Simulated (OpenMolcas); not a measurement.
# A OpenMolcas job on CH2BN (SMILES BC#N)

Aim: the excited states of CH2BN.

The calculation is run with OpenMolcas 26.06.

## Step 1: Starting point

CH2BN: 5 atoms, total charge 0, spin state singlet. As SMILES, `BC#N`. The coordinates come from a PBE0-D4/def2-TZVP relaxation.

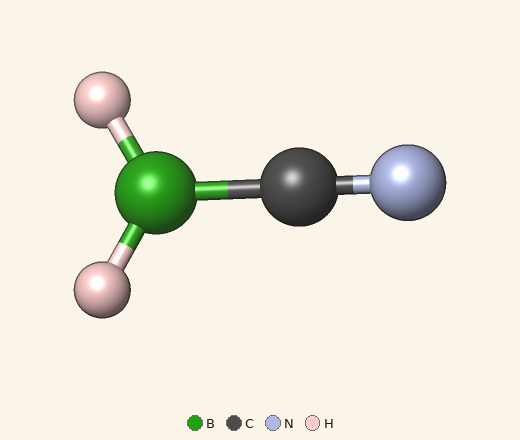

The structure, seen from a chosen angle (boron green, carbon dark grey, nitrogen light blue, hydrogen pink).

## Step 2: The input as written

File step18.input:

```
&gateway
  coord
  5
  angstrom
  B       -0.219200       0.441300      -0.341900
  C        0.352700      -0.696700       0.490700
  N        0.786500      -1.559600       1.122200
  H       -0.744300       0.187400      -1.377600
  H       -0.125900       1.554000       0.065300
  basis = ANO-XS-VDZ
  group = NoSym
  ricd

&seward
  relativistic = R02E00

&rasscf
  fileorb = $CurrDir/step2.RasOrb
  spin = 1
  nactel = 3 0 0
  inactive = 9
  ras2 = 3
  ciroot = 3 3 1
  orblisting = Nothing

&caspt2
  multistate = all
```

On the command line:

```sh
export MOLCAS_MEM=1860
pymolcas step18.input > step18.log
```

The program printed:

```text
--- Start Module: gateway ---

                                              &GATEWAY

                       available to each process: 1.9 GB of memory, 1 thread

++    Symmetry information:
      ---------------------

                    Character Table for C1

                             E
                    a        1  x, y, xy, Rz, z, xz, Ry, yz, Rx, I
--

++    Basis set information:
      ----------------------

      Basis set label: B.ANO-XS...3S2P.

      Electronic valence basis set:
      ------------------
      Associated Effective Charge   5.000000 au
      Associated Actual Charge      5.000000 au
      Nuclear Model: Finite nucleus - Gaussian distribution
        Gaussian exponent, Xi/bohr**(-2):  7.11787E+08

      Shell  nPrim  nBasis  Cartesian Spherical Contaminant
         s       8       3        X
         p       4       2        X

      Basis set label: C.ANO-XS...3S2P.

      Electronic valence basis set:
      ------------------
      Associated Effective Charge   6.000000 au
      Associated Actual Charge      6.000000 au
      Nuclear Model: Finite nucleus - Gaussian distribution
        Gaussian exponent, Xi/bohr**(-2):  6.80775E+08

      Shell  nPrim  nBasis  Cartesian Spherical Contaminant
         s       8       3        X
         p       4       2        X

[... 102 lines left out ...]
                  Orbital angular momentum around (  0.5789  -1.1420   0.7997 )
                  Velocity quadrupole around (  0.5789  -1.1420   0.7997 )
                  RI decomposed two-electron repulsion integrals stored Cholesky style
                   - acCD auxiliary basis
                   - CD Threshold:   1.00E-04

                   Integrals are discarded if absolute value <: 1.00E-14
                   Integral cutoff threshold is set to       <: 1.00E-16

            Nuclear Potential Energy             46.20723234 au

      Basis set specifications :
      Symmetry species         a
      Basis functions           31

--- Stop Module: seward /rc=_RC_ALL_IS_WELL_ ---

--- Start Module: rasscf ---

                                              &RASSCF

                       available to each process: 1.9 GB of memory, 1 thread

 ******************** ERROR *********************
 ###############################################################################
 ###    ERROR: No such wave function.                                        ###
 ###############################################################################
 The following combined specifications are wrong.
 Nr of active electrons NACTEL=   3
 Nr of active orbitals     NAC=   3
 Spin degeneracy         ISPIN=   1
 There can be no such wave function.
 ************************************************
--- Stop Module: rasscf /rc=_RC_INPUT_ERROR_ ---

.####################.
.# User input error #.
.####################.

    Timing: Wall=1.17 User=0.94 System=0.19
```

It took 1.4 s on 1 thread of AMD EPYC 7R43 (Zen 3), shared host.

## Step 3: Diagnosis

The job stopped with an error part of the way.

The telling line is `ERROR: No such wave function.`. What is wrong: wrong electron count.
